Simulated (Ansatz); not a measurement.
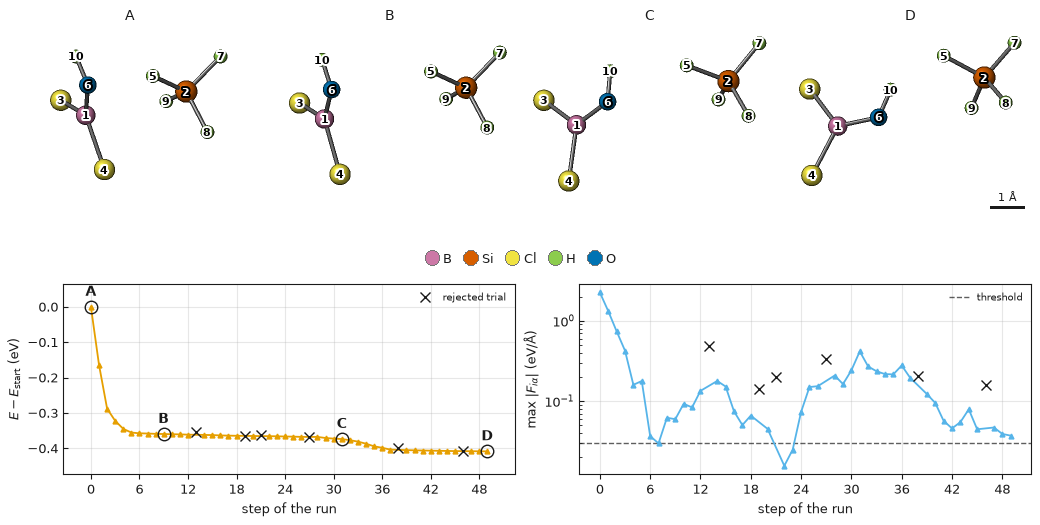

Frames of a relaxation of BSiH$_{5}$OCl$_{2}$, marked on the history of the run. The picture is a ball-and-stick view, seen at a tilt.

The run prepares an end point of a later path (reaction) calculation, from a guessed geometry.

Level of theory: Ansatz 0.2.0, RKS B3LYP/6-31G*.

Input
```yaml
crystal:
  periodic: [false, false, false]
  atoms:
    - { symbol: B, position_ang: [-0.788028, -1.381615, 0.331949] }
    - { symbol: Si, position_ang: [1.063993, 1.259566, -0.189294] }
    - { symbol: Cl, position_ang: [-0.376302, -2.169842, -1.202773] }
    - { symbol: Cl, position_ang: [0.175876, -1.665538, 1.777364] }
    - { symbol: H, position_ang: [-0.327342, 0.88635, -0.092642] }
    - { symbol: O, position_ang: [-1.962144, -0.599022, 0.459972] }
    - { symbol: H, position_ang: [1.162397, 2.609361, -0.822544] }
    - { symbol: H, position_ang: [1.672292, 1.311517, 1.166315] }
    - { symbol: H, position_ang: [1.800448, 0.277176, -1.034686] }
    - { symbol: H, position_ang: [-2.42119, -0.528054, -0.393861] }
basis:
  gaussian: { orbitals: "6-31G*" }
hamiltonian:
  xc: b3lyp
relax:
  f_tol: 0.03
  max_steps: 50
```

Command:
```bash
ansatz run input.yaml --threads 2 --pin off --max-ram 3072MiB --backend cpu --events-out ev --progress --plain --runs-dir out
```

Describe the path.

Answer. The relaxation stopped without meeting its thresholds, so the last structure isn't shown to be converged. It used up its limit of 50 steps. The atom that moves furthest after the best rigid fit is Cl4 (2.24 Å). Largest moves by element: Cl 2.24 Å, H 1.53 Å, O 1.12 Å, B 0.93 Å, Si 0.70 Å. Among the contacts that change: B1–O6 1.417 → 1.344 Å, Si2–H5 1.444 → 1.492 Å, Si2–H7 1.494 → 1.485 Å, B1–Cl3 1.774 → 1.781 Å. Among the angles between lasting bonds that change: B1–O6–H10 110.6° → 113.6°. After 43 accepted moves (49 points after the start) the energy has fallen by 0.408 eV. The largest force component goes from 2.3 to 0.037 eV/Å. The line search rejected the trial steps at points 13, 19, 21, 27, 38, 46 of the run. The forces were under the threshold at step 7, but the run went on from there. From step 0 to 9: Cl4 moves most (0.78 Å), energy −0.359 eV. From step 9 to 31: Cl and H atoms move most (1.02 Å), energy −0.014 eV. From step 31 to 49: H10 moves most (0.88 Å), energy −0.035 eV.

| step | E − E(0), eV | largest force component, eV/Å | note |
| --- | --- | --- | --- |
| 0 | 0.0000 | 2.2564 |  |
| 1 | -0.1639 | 1.3229 |  |
| 2 | -0.2877 | 0.7414 |  |
| 3 | -0.3222 | 0.4258 |  |
| 4 | -0.3448 | 0.1598 |  |
| 5 | -0.3552 | 0.1781 |  |
| 6 | -0.3574 | 0.0368 |  |
| 7 | -0.3580 | 0.0298 |  |
| 8 | -0.3589 | 0.0621 |  |
| 9 | -0.3594 | 0.0596 |  |
| 10 | -0.3600 | 0.0928 |  |
| 12 | -0.3612 | 0.1342 |  |
| 14 | -0.3620 | 0.1784 |  |
| 16 | -0.3634 | 0.0747 |  |
| 18 | -0.3644 | 0.0661 |  |
| 20 | -0.3650 | 0.0453 |  |
| 22 | -0.3655 | 0.0157 |  |
| 24 | -0.3664 | 0.0733 |  |
| 26 | -0.3675 | 0.1536 |  |
| 28 | -0.3676 | 0.2083 |  |
| 31 | -0.3736 | 0.4168 |  |
| 33 | -0.3809 | 0.2356 |  |
| 35 | -0.3942 | 0.2154 |  |
| 37 | -0.4035 | 0.1959 |  |
| 39 | -0.4049 | 0.1227 |  |
| 41 | -0.4060 | 0.0569 |  |
| 43 | -0.4068 | 0.0548 |  |
| 45 | -0.4076 | 0.0447 |  |
| 47 | -0.4080 | 0.0470 |  |
| 49 | -0.4084 | 0.0372 |  |

Limits of the set-up: the start holds two separate molecules, 2.3 Å apart at their closest, whose relative position is a soft coordinate and is computed without a dispersion correction.
